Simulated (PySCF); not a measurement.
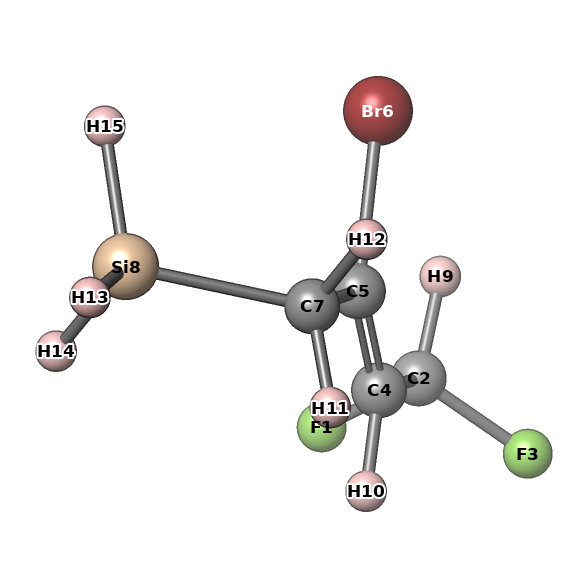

C2 lies behind C4. The molecule seen a little off the C4–C2 bond, C4 in front. Depth is shown by fading: the farther an atom, the more it takes the colour of the background. The computed structure is the end point of a GFN2-xTB optimisation. No frequency run is at hand to confirm it as a minimum.

> What is the torsion angle C5–C4–C2–F1? The sign is positive where the front bond must turn clockwise to cover the back bond.

−116°, anticlinal.
